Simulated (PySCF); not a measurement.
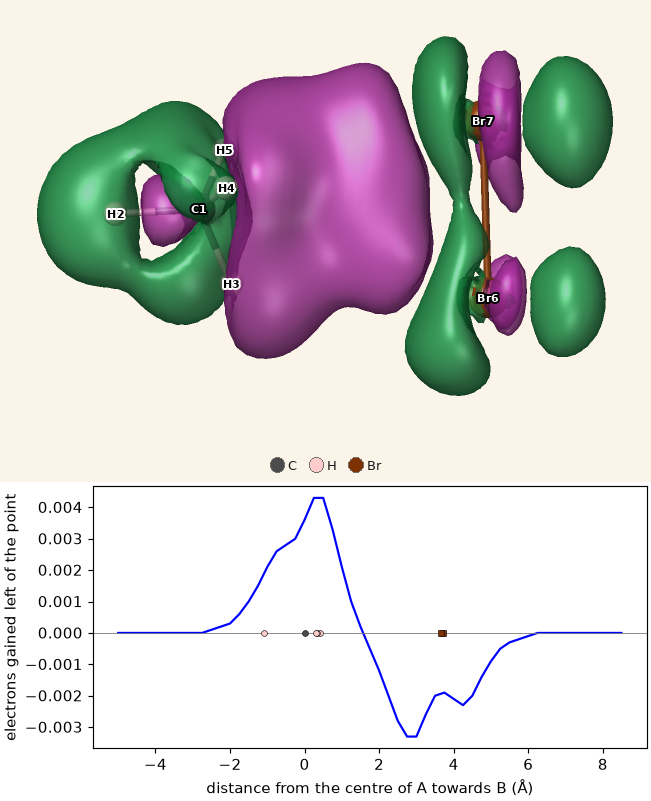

Figure 1: CH₄Br₂, SMILES `C.BrBr`. Density of the complex less the densities of the two fragments at the same geometry, ±0.0002 e/Å³ (green: gain, purple: loss). Fragment A: H4C (atoms 1–5); fragment B: Br2. Below: the charge-displacement curve along the line of centres (A on the left).

Method: TPSS/aug-cc-pVDZ; geometry: GFN2-xTB; program: PySCF. GFN2-xTB bond lengths at metals and heavier atoms can be off by up to 0.1 Å and shapes distorted, which carries into these values.

Input

```python
import numpy as np
from pyscf import gto, scf, dft
from pyscf.scf import atom_ks, atom_hf
from scipy.linalg import block_diag
from pyscf.dispersion import dftd3

def solve(mol, dm0=None, hcore=None):
    mf = (dft.UKS if mol.spin else dft.RKS)(mol, xc='tpss')
    mf.grids.level = 3
    mf = mf.density_fit(auxbasis='def2-universal-jkfit')
    mf.conv_tol, mf.max_cycle = 1e-8, 80
    if hcore is not None:
        mf.get_hcore = lambda *args: hcore
    mf.kernel(dm0)
    if not mf.converged:
        mf = mf.newton().run(mf.mo_coeff, mf.mo_occ, max_cycle=30)
    assert mf.converged, 'SCF not converged'
    return mf

mol = gto.M(atom='''
C     -3.20614     0.32329     0.00025
H     -4.27502     0.49179     0.00080
H     -2.70020     1.23897     0.28034
H     -2.89301     0.02195    -0.99159
H     -2.96696    -0.45970     0.70894
Br     0.60798     1.08363    -0.00001
Br     0.30837    -1.17599     0.00001
''', basis='aug-cc-pvdz', charge=0, spin=0, verbose=4)
mol_a = gto.M(atom='''
C     -3.20614     0.32329     0.00025
H     -4.27502     0.49179     0.00080
H     -2.70020     1.23897     0.28034
H     -2.89301     0.02195    -0.99159
H     -2.96696    -0.45970     0.70894
ghost-Br     0.60798     1.08363    -0.00001
ghost-Br     0.30837    -1.17599     0.00001
''', basis='aug-cc-pvdz', charge=0, spin=0, verbose=4)
mol_b = gto.M(atom='''
ghost-C     -3.20614     0.32329     0.00025
ghost-H     -4.27502     0.49179     0.00080
ghost-H     -2.70020     1.23897     0.28034
ghost-H     -2.89301     0.02195    -0.99159
ghost-H     -2.96696    -0.45970     0.70894
Br     0.60798     1.08363    -0.00001
Br     0.30837    -1.17599     0.00001
''', basis='aug-cc-pvdz', charge=0, spin=0, verbose=4)
ab, a, b = solve(mol), solve(mol_a), solve(mol_b)
e_int = ab.e_tot - a.e_tot - b.e_tot
print('counterpoise-corrected interaction energy / kcal/mol', e_int * 627.5095)
def disp(atoms, charge):
    m = gto.M(atom=atoms, charge=charge, basis='sto-3g', spin=None, unit='Bohr', verbose=0)
    return dftd3.DFTD3Dispersion(m, xc='tpss', version='d3bj').get_dispersion()['energy']
e_disp = disp(mol._atom, mol.charge) - disp(mol._atom[:5], mol_a.charge) - disp(mol._atom[5:], mol_b.charge)
print('D3(BJ) part / kcal/mol', e_disp * 627.5095)
# spherically averaged free atoms, for the promolecule
atm = atom_ks.get_atm_nrks(mol, xc='tpss')
pro = block_diag(*[(atm[a[0]][2] * atm[a[0]][3]) @ atm[a[0]][2].T for a in mol._atom])
np.savez('result.npz', e_int=e_int, e_disp=e_disp, dm_a=a.make_rdm1(), dm_b=b.make_rdm1(), c=ab.mo_coeff, occ=ab.mo_occ, eps=ab.mo_energy, pro=pro, d=[f.dip_moment(verbose=0) for f in (ab, a, b)])
```

Launched as:

```sh
OMP_NUM_THREADS=1 python input.py
```

The run took 2.2 min on 1 thread of Intel(R) Xeon(R) Processor @ 2.50GHz (Skylake/Cascade Lake) (shared host), peak memory 0.58 GiB.

Partitions, critical points and surface values were worked out afterwards from this run's density.

> Which way does charge flow?

Hirshfeld charges show almost no net transfer (under 0.005 e). 0.01 e is displaced in all, which induces a dipole of 0.01 D.

> What is the interaction energy, and which contacts carry it?

The counterpoise-corrected interaction energy of the frozen fragments is +0.6 kcal/mol without dispersion correction and −0.9 kcal/mol with D3(BJ). The pair geometry is semi-empirical, not a minimum at this level. Contacts: H3···Br6, 3.32 Å, ρ = 0.004 a.u.; H5···Br7, 3.43 Å, ρ = 0.004 a.u. The pose is a local one from a semi-empirical search, not shown to be the most stable.
